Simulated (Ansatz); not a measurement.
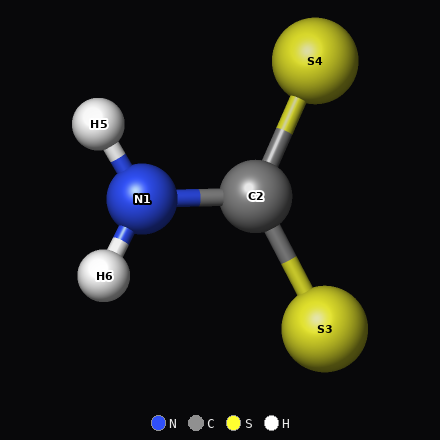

The system is CH2NS2, SMILES NC(=S)[S-], charge −1; the picture shows the reference structure. The first coordinate is: umbrella angle at N1 (between each of its bonds and their common axis; 90 is planar); the second: change of the bonds N1–C2, N1–H5, N1–H6, all alike. Nothing is relaxed (all other coordinates rigid). Grid: 15 × 15 points; 120 points were computed and 105 follow by symmetry. Points are written as (first, second). Energies are in eV, from the relaxed molecule at the same level. These are results of Ansatz, RHF/def2-TZVPD, not measurements.

Its coordinates:

```xyz
6

N     0.5965    0.0019    0.3836
C    -0.5384   -0.0077   -0.3331
S    -1.5855    1.3216   -0.1166
S    -0.7770   -1.3479   -1.3614
H     1.2343   -0.7498    0.2910
H     0.7771    0.7595    0.9948
```

Range: umbrella angle at N1 (between each of its bonds and their common axis; 90 is planar) from 66.0 to 114.0°; change of the bonds N1–C2, N1–H5, N1–H6, all alike from −0.122 to 0.188 Å.

### What landscape does the calculation give?

The lowest grid point is at (86.6°, 0.011 Å), 0.009 eV from the relaxed molecule at the same level. The same energy is found at (93.4°, 0.011 Å). The highest grid point, (66.0°, −0.122 Å), lies 2.37 eV above the lowest.

| second ↓, first → | 66.0 | 69.4 | 72.9 | 76.3 | 79.7 | 83.1 | 86.6 | 90.0 | 93.4 | 96.9 | 100.3 | 103.7 | 107.1 | 110.6 | 114.0 |
| --- | --- | --- | --- | --- | --- | --- | --- | --- | --- | --- | --- | --- | --- | --- | --- |
| 0.188 | 1.56 | 1.56 | 1.60 | 1.67 | 1.74 | 1.81 | 1.85 | 1.87 | 1.85 | 1.81 | 1.74 | 1.67 | 1.60 | 1.56 | 1.56 |
| 0.166 | 1.28 | 1.26 | 1.29 | 1.35 | 1.41 | 1.47 | 1.51 | 1.52 | 1.51 | 1.47 | 1.41 | 1.35 | 1.29 | 1.26 | 1.28 |
| 0.144 | 1.02 | 0.99 | 1.01 | 1.05 | 1.10 | 1.15 | 1.18 | 1.19 | 1.18 | 1.15 | 1.10 | 1.05 | 1.01 | 0.99 | 1.02 |
| 0.122 | 0.80 | 0.75 | 0.75 | 0.77 | 0.81 | 0.85 | 0.88 | 0.89 | 0.88 | 0.85 | 0.81 | 0.77 | 0.75 | 0.75 | 0.80 |
| 0.100 | 0.61 | 0.54 | 0.52 | 0.54 | 0.56 | 0.60 | 0.62 | 0.63 | 0.62 | 0.60 | 0.56 | 0.54 | 0.52 | 0.54 | 0.61 |
| 0.078 | 0.46 | 0.38 | 0.34 | 0.34 | 0.35 | 0.37 | 0.39 | 0.40 | 0.39 | 0.37 | 0.35 | 0.34 | 0.34 | 0.38 | 0.46 |
| 0.055 | 0.35 | 0.25 | 0.20 | 0.18 | 0.18 | 0.19 | 0.20 | 0.21 | 0.20 | 0.19 | 0.18 | 0.18 | 0.20 | 0.25 | 0.35 |
| 0.033 | 0.31 | 0.19 | 0.11 | 0.08 | 0.07 | 0.07 | 0.08 | 0.08 | 0.08 | 0.07 | 0.07 | 0.08 | 0.11 | 0.19 | 0.31 |
| 0.011 | 0.33 | 0.18 | 0.09 | 0.04 | 0.02 | 0.01 | 0.01 | 0.01 | 0.01 | 0.01 | 0.02 | 0.04 | 0.09 | 0.18 | 0.33 |
| −0.011 | 0.42 | 0.25 | 0.14 | 0.08 | 0.04 | 0.02 | 0.01 | 0.01 | 0.01 | 0.02 | 0.04 | 0.08 | 0.14 | 0.25 | 0.42 |
| −0.033 | 0.59 | 0.40 | 0.27 | 0.19 | 0.14 | 0.11 | 0.09 | 0.09 | 0.09 | 0.11 | 0.14 | 0.19 | 0.27 | 0.40 | 0.59 |
| −0.055 | 0.85 | 0.64 | 0.49 | 0.39 | 0.33 | 0.29 | 0.27 | 0.26 | 0.27 | 0.29 | 0.33 | 0.39 | 0.49 | 0.64 | 0.85 |
| −0.078 | 1.24 | 1.01 | 0.84 | 0.72 | 0.64 | 0.59 | 0.56 | 0.55 | 0.56 | 0.59 | 0.64 | 0.72 | 0.84 | 1.01 | 1.24 |
| −0.100 | 1.74 | 1.49 | 1.29 | 1.15 | 1.06 | 1.00 | 0.96 | 0.95 | 0.96 | 1.00 | 1.06 | 1.15 | 1.29 | 1.49 | 1.74 |
| −0.122 | 2.38 | 2.10 | 1.88 | 1.73 | 1.62 | 1.54 | 1.50 | 1.49 | 1.50 | 1.54 | 1.62 | 1.73 | 1.88 | 2.10 | 2.38 |

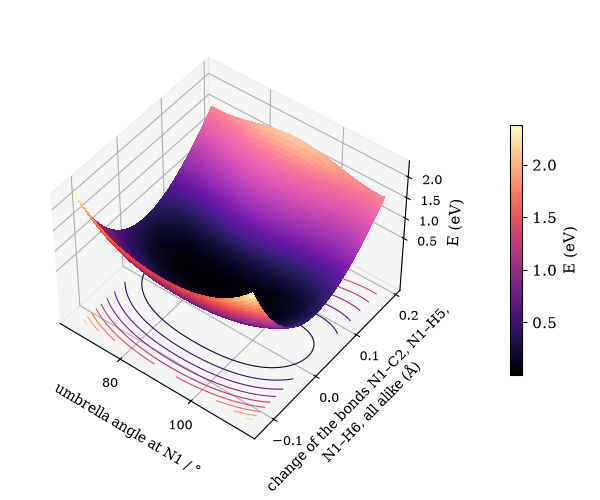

The picture shows a relief with its contours projected below. Between grid points the surface is interpolated.

Each point was launched as `ansatz run input.yaml --threads 1 --pin off --max-ram 2560MiB --backend cpu --events-out ev --progress --plain --runs-dir out`. The whole map (120 points run) took 23 min on 1 thread of Arm Neoverse N1 (shared host).
